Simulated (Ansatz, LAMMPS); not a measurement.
# Structural relaxation of ionic liquid EMIM+ BF4-, from a frame at 400 K (144 atoms), part 2 of 3

Wanted: the relaxed structure of ionic liquid EMIM+ BF4-, from a frame at 400 K (144 atoms) and its electronic structure.

Ansatz 0.2.0; Kohn-Sham DFT, PBE+D3(BJ), PAW (set soft_2), plane waves.

The cell: 36 C, 12 N, 66 H, 6 B and 24 F. The network of contacts between molecules at the start is that of the classical potential that made the cell. The density was typed from a rule of thumb and may lie off the real one at this temperature. The Brillouin zone is sampled at Γ only, in a cell whose shortest periodic width is 12 Å.

So far. Step 3 (Single point at the start): The r.m.s. force component of 1.1 eV/Å and the pressure of 1.7 GPa set the starting point.

### Step 4. Relaxation

The atoms are relaxed in the fixed cell, aiming at the force tolerance of the input.

input.yaml

```yaml
crystal:
  lattice:
    - [11.5837, 0.0, 0.0]
    - [0.0, 11.5837, 0.0]
    - [0.0, 0.0, 11.5837]
  atoms:
    [... the 144 atom lines of step 3 ...]
kpoints:
  mp_grid: { grid: [1, 1, 1] }
hamiltonian:
  xc: pbe
  dispersion: d3bj
scf:
  occupations: { method: fixed }
output:
  forces: true
relax:
  f_tol: 0.05
  max_steps: 200
```

Command:

```bash
$ ansatz run input.yaml --threads 4 --pin off --max-ram 8192MiB --backend cpu --events-out ev --progress --plain --runs-dir out
```

Numbers of over 12 decimals in the logs are rounded to 6 here.

Output:

```text
[...]
Crystal: 144 atoms, lattice volume = 1554.325 Å³
Basis set: ecut = 420 eV, 30551 PW (Γ), exchange–correlation on 160×160×160 points (8 copies of the dense FFT grid, shifted against one another)
Bands: 372, of which v1, the nominal top of the filled ones, is band 228 counted from 1 (227 counted from 0)
Symmetry: 1 space group operations
[...]
k-points: 1
[...]
SCF iter   1: F=—  HF=-35061.281193 eV  |F-HF|=—  |Δ(HF+E_count)|=         —  Δρ=6.16e-3  dr2=7.03e-1  ethr=1.77e-3  ⟨swp⟩=5.0  Hψ=1168  notcnv=0  defer=138
[...]
SCF iter   3: F=—  HF=-35061.123980 eV  |F-HF|=—  |Δ(HF+E_count)|=   1.54e-2  Δρ=1.31e-3  dr2=3.53e-2  ethr=3.04e-5  ⟨swp⟩=2.0  Hψ=441  notcnv=0  defer=66
automatic band count: iteration 3 solves 296 bands in place of 372: the levels show a gap, and the empty bands left out lie too high to hold charge; the band table lists the bands solved (type scf.n_extra_bands for more)
SCF iter   4: F=—  HF=-35061.120164 eV  |F-HF|=—  |Δ(HF+E_count)|=   3.82e-3  Δρ=4.05e-4  dr2=3.17e-3  ethr=7.75e-6  ⟨swp⟩=3.0  Hψ=507  notcnv=0  defer=66
[...]
SCF iter   7: F=-35061.120088 eV  HF=-35061.120090 eV  |F-HF|=2.08e-6  |Δ(HF+E_count)|=   3.47e-7  Δρ=2.31e-5  dr2=9.38e-6  ethr=1.37e-8  ⟨swp⟩=4.0  Hψ=935  notcnv=0
SCF 1 converged in 7 iterations: F = -35061.120088 eV  dr2 = 9.38e-6
[...]
relax step   1: F+E_penalty+E_count = -35061.12008805 eV  Δ(F+E_penalty+E_count) = +0.000e0 eV  max|allowed force component| = 4.150e0 eV/Å  Δτ_max = 0.0000 Å  (7 SCF iters, dr2 threshold 6.25e-5 eV, accepted)
[... from here on, the SCF cycles and remarks between the steps are left out ...]
relax step   2: F+E_penalty+E_count = -35068.43843708 eV  Δ(F+E_penalty+E_count) = -7.318e0 eV  max|allowed force component| = 2.062e0 eV/Å  Δτ_max = 0.1905 Å  (6 SCF iters, dr2 threshold 1.00e-4 eV, accepted)
relax step   3: F+E_penalty+E_count = -35069.91625984 eV  Δ(F+E_penalty+E_count) = -1.478e0 eV  max|allowed force component| = 7.550e-1 eV/Å  Δτ_max = 0.1935 Å  (6 SCF iters, dr2 threshold 1.00e-4 eV, accepted)
relax step   4: F+E_penalty+E_count = -35070.27999751 eV  Δ(F+E_penalty+E_count) = -3.637e-1 eV  max|allowed force component| = 3.760e-1 eV/Å  Δτ_max = 0.1930 Å  (6 SCF iters, dr2 threshold 7.64e-5 eV, accepted)
relax step   5: F+E_penalty+E_count = -35070.50833793 eV  Δ(F+E_penalty+E_count) = -2.283e-1 eV  max|allowed force component| = 4.920e-1 eV/Å  Δτ_max = 0.1914 Å  (7 SCF iters, dr2 threshold 1.90e-5 eV, accepted)
relax step   6: F+E_penalty+E_count = -35070.64542988 eV  Δ(F+E_penalty+E_count) = -1.371e-1 eV  max|allowed force component| = 5.109e-1 eV/Å  Δτ_max = 0.1902 Å  (6 SCF iters, dr2 threshold 6.01e-5 eV, accepted)
relax step   7: F+E_penalty+E_count = -35070.76148571 eV  Δ(F+E_penalty+E_count) = -1.161e-1 eV  max|allowed force component| = 4.731e-1 eV/Å  Δτ_max = 0.1945 Å  (6 SCF iters, dr2 threshold 1.00e-4 eV, accepted)
relax step   8: F+E_penalty+E_count = -35070.84275455 eV  Δ(F+E_penalty+E_count) = -8.127e-2 eV  max|allowed force component| = 3.593e-1 eV/Å  Δτ_max = 0.1945 Å  (6 SCF iters, dr2 threshold 1.00e-4 eV, accepted)
relax step   9: F+E_penalty+E_count = -35070.88872876 eV  Δ(F+E_penalty+E_count) = -4.597e-2 eV  max|allowed force component| = 4.164e-1 eV/Å  Δτ_max = 0.1949 Å  (6 SCF iters, dr2 threshold 7.45e-5 eV, accepted)
relax step  10: F+E_penalty+E_count = -35070.93491732 eV  Δ(F+E_penalty+E_count) = -4.619e-2 eV  max|allowed force component| = 3.561e-1 eV/Å  Δτ_max = 0.1309 Å  (5 SCF iters, dr2 threshold 1.00e-4 eV, accepted)
relax step  11: F+E_penalty+E_count = -35070.97639659 eV  Δ(F+E_penalty+E_count) = -4.148e-2 eV  max|allowed force component| = 1.789e-1 eV/Å  Δτ_max = 0.1248 Å  (5 SCF iters, dr2 threshold 9.28e-5 eV, accepted)
relax step  12: F+E_penalty+E_count = -35071.00607992 eV  Δ(F+E_penalty+E_count) = -2.968e-2 eV  max|allowed force component| = 3.028e-1 eV/Å  Δτ_max = 0.1950 Å  (7 SCF iters, dr2 threshold 8.07e-6 eV, accepted)
relax step  13: F+E_penalty+E_count = -35071.02480254 eV  Δ(F+E_penalty+E_count) = -1.872e-2 eV  max|allowed force component| = 3.888e-1 eV/Å  Δτ_max = 0.1705 Å  (6 SCF iters, dr2 threshold 2.31e-5 eV, accepted)
relax step  14: F+E_penalty+E_count = -35071.04840776 eV  Δ(F+E_penalty+E_count) = -2.361e-2 eV  max|allowed force component| = 2.704e-1 eV/Å  Δτ_max = 0.0975 Å  (5 SCF iters, dr2 threshold 1.00e-4 eV, accepted)
relax step  15: F+E_penalty+E_count = -35071.07462631 eV  Δ(F+E_penalty+E_count) = -2.622e-2 eV  max|allowed force component| = 1.931e-1 eV/Å  Δτ_max = 0.1496 Å  (6 SCF iters, dr2 threshold 3.54e-5 eV, accepted)
relax step  16: F+E_penalty+E_count = -35071.08861442 eV  Δ(F+E_penalty+E_count) = -1.399e-2 eV  max|allowed force component| = 2.852e-1 eV/Å  Δτ_max = 0.1950 Å  (6 SCF iters, dr2 threshold 1.80e-5 eV, accepted)
relax step  17: F+E_penalty+E_count = -35071.10088171 eV  Δ(F+E_penalty+E_count) = -1.227e-2 eV  max|allowed force component| = 1.753e-1 eV/Å  Δτ_max = 0.0678 Å  (5 SCF iters, dr2 threshold 4.15e-5 eV, accepted)
relax step  18: F+E_penalty+E_count = -35071.11318070 eV  Δ(F+E_penalty+E_count) = -1.230e-2 eV  max|allowed force component| = 9.490e-2 eV/Å  Δτ_max = 0.0747 Å  (6 SCF iters, dr2 threshold 1.16e-5 eV, accepted)
relax step  19: F+E_penalty+E_count = -35071.12239430 eV  Δ(F+E_penalty+E_count) = -9.214e-3 eV  max|allowed force component| = 1.774e-1 eV/Å  Δτ_max = 0.1239 Å  (7 SCF iters, dr2 threshold 2.64e-6 eV, accepted)
relax step  20: F+E_penalty+E_count = -35071.12819052 eV  Δ(F+E_penalty+E_count) = -5.796e-3 eV  max|allowed force component| = 1.796e-1 eV/Å  Δτ_max = 0.0873 Å  (6 SCF iters, dr2 threshold 9.22e-6 eV, accepted)
relax step  21: F+E_penalty+E_count = -35071.13543034 eV  Δ(F+E_penalty+E_count) = -7.240e-3 eV  max|allowed force component| = 1.308e-1 eV/Å  Δτ_max = 0.1157 Å  (5 SCF iters, dr2 threshold 3.22e-5 eV, accepted)
relax step  22: F+E_penalty+E_count = -35071.14359663 eV  Δ(F+E_penalty+E_count) = -8.166e-3 eV  max|allowed force component| = 1.902e-1 eV/Å  Δτ_max = 0.1783 Å  (7 SCF iters, dr2 threshold 9.07e-6 eV, accepted)
relax step  23: F+E_penalty+E_count = -35071.14634788 eV  Δ(F+E_penalty+E_count) = -2.751e-3 eV  max|allowed force component| = 3.487e-1 eV/Å  Δτ_max = 0.1834 Å  (6 SCF iters, dr2 threshold 1.92e-5 eV, accepted)
relax step  24: F+E_penalty+E_count = -35071.15272907 eV  Δ(F+E_penalty+E_count) = -6.381e-3 eV  max|allowed force component| = 1.903e-1 eV/Å  Δτ_max = 0.0368 Å  (5 SCF iters, dr2 threshold 1.00e-4 eV, accepted)
relax step  25: F+E_penalty+E_count = -35070.33632592 eV  Δ(F+E_penalty+E_count) = +8.164e-1 eV  max|allowed force component| = 2.678e0 eV/Å  Δτ_max = 0.2000 Å  (7 SCF iters, dr2 threshold 1.08e-5 eV, rejected (line search))
relax step  26: F+E_penalty+E_count = -35071.15926802 eV  Δ(F+E_penalty+E_count) = -6.539e-3 eV  max|allowed force component| = 5.236e-2 eV/Å  Δτ_max = 0.1000 Å  (10 SCF iters, accepted)
relax step  27: F+E_penalty+E_count = -35071.16711521 eV  Δ(F+E_penalty+E_count) = -7.847e-3 eV  max|allowed force component| = 7.295e-2 eV/Å  Δτ_max = 0.0656 Å  (9 SCF iters, accepted)
relax step  28: F+E_penalty+E_count = -35071.17230683 eV  Δ(F+E_penalty+E_count) = -5.192e-3 eV  max|allowed force component| = 1.037e-1 eV/Å  Δτ_max = 0.0776 Å  (9 SCF iters, accepted)
relax step  29: F+E_penalty+E_count = -35071.17626543 eV  Δ(F+E_penalty+E_count) = -3.959e-3 eV  max|allowed force component| = 9.378e-2 eV/Å  Δτ_max = 0.0375 Å  (5 SCF iters, dr2 threshold 1.07e-5 eV, accepted)
relax step  30: F+E_penalty+E_count = -35071.18269800 eV  Δ(F+E_penalty+E_count) = -6.433e-3 eV  max|allowed force component| = 7.910e-2 eV/Å  Δτ_max = 0.1009 Å  (7 SCF iters, dr2 threshold 7.20e-6 eV, accepted)
relax step  31: F+E_penalty+E_count = -35071.18539904 eV  Δ(F+E_penalty+E_count) = -2.701e-3 eV  max|allowed force component| = 9.014e-2 eV/Å  Δτ_max = 0.0503 Å  (6 SCF iters, dr2 threshold 4.45e-6 eV, accepted)
relax step  32: F+E_penalty+E_count = -35071.18791325 eV  Δ(F+E_penalty+E_count) = -2.514e-3 eV  max|allowed force component| = 8.769e-2 eV/Å  Δτ_max = 0.0379 Å  (6 SCF iters, dr2 threshold 5.78e-6 eV, accepted)
relax step  33: F+E_penalty+E_count = -35071.19054280 eV  Δ(F+E_penalty+E_count) = -2.630e-3 eV  max|allowed force component| = 9.578e-2 eV/Å  Δτ_max = 0.0759 Å  (6 SCF iters, dr2 threshold 7.28e-6 eV, accepted)
relax step  34: F+E_penalty+E_count = -35071.19216824 eV  Δ(F+E_penalty+E_count) = -1.625e-3 eV  max|allowed force component| = 8.214e-2 eV/Å  Δτ_max = 0.0575 Å  (6 SCF iters, dr2 threshold 8.68e-6 eV, accepted)
relax step  35: F+E_penalty+E_count = -35071.19388292 eV  Δ(F+E_penalty+E_count) = -1.715e-3 eV  max|allowed force component| = 6.521e-2 eV/Å  Δτ_max = 0.0591 Å  (6 SCF iters, dr2 threshold 4.96e-6 eV, accepted)
relax step  36: F+E_penalty+E_count = -35071.19550982 eV  Δ(F+E_penalty+E_count) = -1.627e-3 eV  max|allowed force component| = 7.673e-2 eV/Å  Δτ_max = 0.0932 Å  (7 SCF iters, dr2 threshold 2.68e-6 eV, accepted)
relax step  37: F+E_penalty+E_count = -35071.19652603 eV  Δ(F+E_penalty+E_count) = -1.016e-3 eV  max|allowed force component| = 4.458e-2 eV/Å  Δτ_max = 0.0388 Å  (6 SCF iters, dr2 threshold 3.71e-6 eV, accepted)
relax step  38: F+E_penalty+E_count = -35071.19652631 eV  Δ(F+E_penalty+E_count) = -2.816e-7 eV  max|allowed force component| = 4.455e-2 eV/Å  Δτ_max = 0.0000 Å  (3 SCF iters, accepted)
SCF converged after 3 iterations
Free energy (F): -35071.196526 eV
[...]
Internal energy: -35071.196526 eV  (E = F + TS)
E sigma→0 (E₀):  -35071.196526 eV
Fermi energy:    -1.100595 eV
[...]
--- Forces (eV/Å), atoms counted from 1 ---
  atom   1  C      0.01387620    -0.01086470    -0.00879003
  atom   2  C     -0.01255057     0.00937263     0.00957074
  atom   3  N     -0.00156218     0.00340514     0.00667652
  atom   4  C      0.00250427    -0.00248031     0.00446608
  atom   5  C      0.00151234    -0.00011847     0.00303162
  atom   6  N     -0.00390357    -0.00170168     0.00110630
  atom   7  C     -0.00162795     0.00514235     0.00105621
  atom   8  C      0.00148960    -0.00371676    -0.01159928
  atom   9  H     -0.00043144     0.00045351    -0.00272587
  atom  10  H     -0.00323518    -0.00173648     0.00182627
  atom  11  H      0.00040195     0.00011848     0.00505413
  atom  12  H      0.00050776     0.00181579    -0.00888046
  atom  13  H     -0.00143407    -0.00241830     0.00297710
  atom  14  H     -0.00001519    -0.00166588     0.00029294
[...]
atom 143  F     -0.00594470     0.00674279     0.01614070
  atom 144  F      0.00352197     0.01071114    -0.00790514
  max |Σ_I F_I| component: 8.78e-5 eV/Å
--- Relaxed structure (38 steps of the walk, 37 accepted, 0 SCFs on fresh bases) ---
  F+E_penalty+E_count = -35071.19652631 eV   max|allowed force component| = 4.455e-2 eV/Å
  atoms:
    - { symbol: C, position: [0.813384, 0.791180, 0.402977] }
    - { symbol: C, position: [0.876216, 0.676713, 0.389842] }
    - { symbol: N, position: [0.809974, 0.581701, 0.441796] }
    - { symbol: C, position: [0.734555, 0.509147, 0.384224] }
[...]
- { symbol: F, position: [-0.089148, 0.688846, 0.768839] }
```

Wall time 5.7 min (4 threads of Arm Neoverse V1, shared host); peak memory 1.7 GiB; 22 min of CPU time.

The steps of the relaxation (22 of 38):

| step | energy less that of the first step (eV) | largest force component (eV/Å) |
| --- | --- | --- |
| 1 | 0.0000 | 4.1498 |
| 3 | -8.7962 | 0.7550 |
| 5 | -9.3882 | 0.4920 |
| 6 | -9.5253 | 0.5109 |
| 8 | -9.7227 | 0.3593 |
| 10 | -9.8148 | 0.3562 |
| 12 | -9.8860 | 0.3028 |
| 13 | -9.9047 | 0.3888 |
| 15 | -9.9545 | 0.1931 |
| 17 | -9.9808 | 0.1753 |
| 19 | -10.0023 | 0.1774 |
| 20 | -10.0081 | 0.1796 |
| 22 | -10.0235 | 0.1902 |
| 24 | -10.0326 | 0.1903 |
| 26 | -10.0392 | 0.0524 |
| 27 | -10.0470 | 0.0729 |
| 29 | -10.0562 | 0.0938 |
| 31 | -10.0653 | 0.0901 |
| 33 | -10.0705 | 0.0958 |
| 34 | -10.0721 | 0.0821 |
| 36 | -10.0754 | 0.0767 |
| 38 | -10.0764 | 0.0446 |

Relaxation step 25 was tried and not accepted.

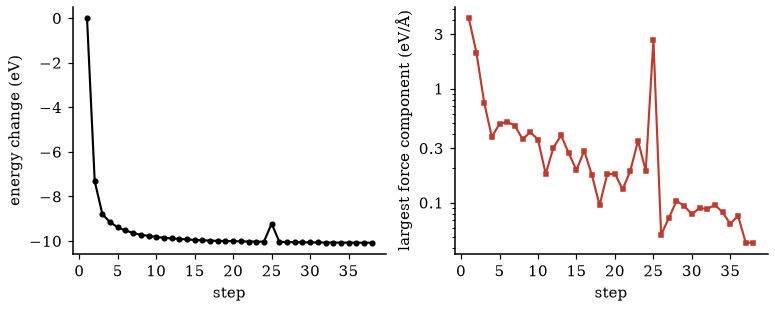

Energy and largest force along the relaxation.

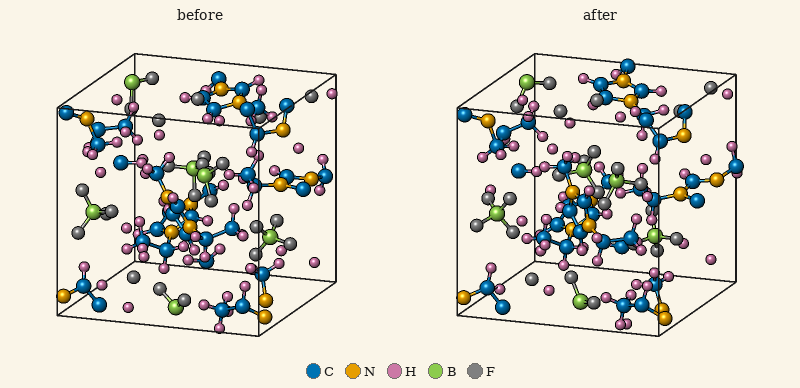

Before and after, at one scale. Bonds to atoms that aren't drawn are left out.

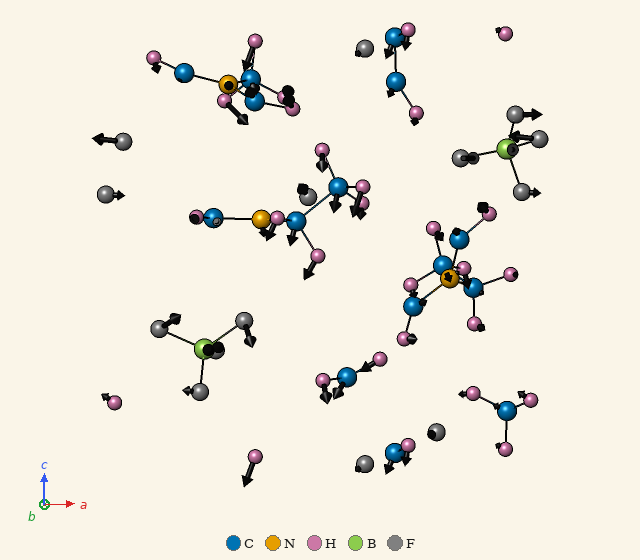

Displacements in the relaxation, scaled; the longest in the cell stands for 2.33 Å. Drawn is a slice 4 Å thick, seen along the normal of the ac plane. Bonds to atoms that aren't drawn are left out.

The atoms that moved most (Å):

| atom | dx | dy | dz | length |
| --- | --- | --- | --- | --- |
| F141 | 0.826 | 2.169 | -0.193 | 2.329 |
| H111 | 0.926 | -1.368 | -0.932 | 1.897 |
| H55 | -1.033 | -1.003 | -1.098 | 1.811 |
| H93 | 1.076 | 0.943 | 1.100 | 1.804 |
| H92 | 1.009 | 0.957 | 0.948 | 1.683 |
| F122 | 0.248 | -1.212 | -0.991 | 1.585 |
| H94 | 0.150 | 1.053 | 1.114 | 1.541 |
| F123 | 0.803 | -1.109 | 0.667 | 1.523 |

The relaxation changed the energy by -70.0 meV/atom, and atoms moved by 0.83 Å r.m.s., 2.3 Å at most.

### Step 5. Distances and neighbours after relaxation

Density 1.27 g/cm³, 10.79 Å³ an atom.

g(r), total and by pair (bins of 0.2 Å):

| r (Å) | total | H-H | H-C | H-F | H-N | H-B | C-C |
| --- | --- | --- | --- | --- | --- | --- | --- |
| 1.00 | 3.40 | 0.00 | 14.85 | 0.00 | 0.00 | 0.00 | 0.00 |
| 1.20 | 0.00 | 0.00 | 0.00 | 0.00 | 0.00 | 0.00 | 0.00 |
| 1.40 | 2.01 | 0.00 | 0.00 | 0.00 | 0.00 | 0.00 | 3.03 |
| 1.60 | 0.15 | 0.00 | 0.00 | 0.00 | 0.00 | 0.00 | 2.46 |
| 1.80 | 0.79 | 3.77 | 0.00 | 0.00 | 0.00 | 0.00 | 0.00 |
| 2.00 | 0.42 | 0.00 | 0.00 | 0.28 | 4.89 | 0.00 | 0.00 |
| 2.20 | 1.43 | 0.23 | 2.29 | 0.96 | 4.48 | 0.00 | 2.31 |
| 2.40 | 0.89 | 0.76 | 0.00 | 1.19 | 0.00 | 0.00 | 1.72 |
| 2.60 | 0.84 | 1.77 | 0.57 | 1.27 | 0.11 | 0.23 | 1.94 |
| 2.80 | 0.89 | 1.05 | 1.34 | 1.56 | 1.31 | 0.58 | 0.00 |
| 3.00 | 0.66 | 1.12 | 0.80 | 0.75 | 0.18 | 1.90 | 0.10 |
| 3.20 | 1.10 | 0.75 | 1.58 | 0.99 | 1.17 | 2.29 | 0.48 |
| 3.40 | 0.89 | 0.79 | 1.06 | 0.88 | 0.67 | 1.48 | 0.24 |
| 3.60 | 0.92 | 1.00 | 0.78 | 0.87 | 0.48 | 1.44 | 1.45 |
| 3.80 | 1.02 | 1.12 | 0.84 | 1.44 | 0.69 | 1.64 | 1.05 |
| 4.00 | 1.01 | 0.70 | 0.91 | 1.29 | 1.23 | 0.97 | 0.95 |
| 4.20 | 1.04 | 0.95 | 1.03 | 0.99 | 1.51 | 1.07 | 0.71 |
| 4.40 | 1.00 | 0.87 | 1.02 | 1.27 | 0.61 | 1.19 | 0.94 |
| 4.60 | 1.09 | 1.03 | 0.94 | 1.48 | 1.03 | 0.74 | 0.90 |
| 4.80 | 0.97 | 0.93 | 0.81 | 1.08 | 1.05 | 1.16 | 0.62 |
| 5.00 | 1.04 | 1.06 | 0.90 | 0.95 | 0.72 | 1.69 | 1.31 |
| 5.20 | 1.04 | 0.92 | 1.07 | 1.07 | 1.12 | 1.27 | 0.71 |
| 5.40 | 1.07 | 0.97 | 1.06 | 0.98 | 1.13 | 0.96 | 1.15 |
| 5.60 | 0.99 | 0.79 | 1.08 | 1.05 | 0.95 | 1.01 | 0.70 |

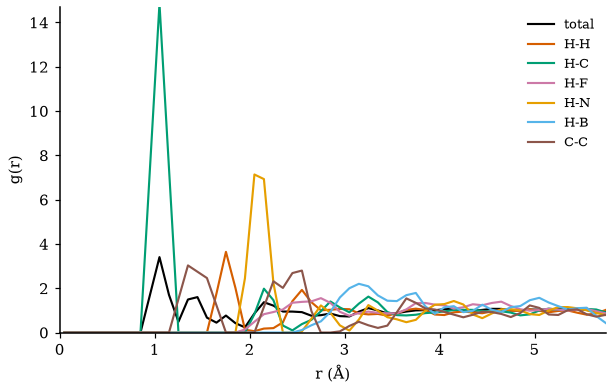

Pair distribution functions, lightly smoothed, with peaks cut at 14.

(Part 2 of 3 ends here.)

[Logs are printed without paths, hosts, clocks, repeated set-up lines and the standing remarks that a program may print on its own settings, such as how far it seeks lower states.]

[Hosts, paths, dates, database ids (printed as entryN), source tags and the programs' standing remarks are cut or masked in the printed files.]
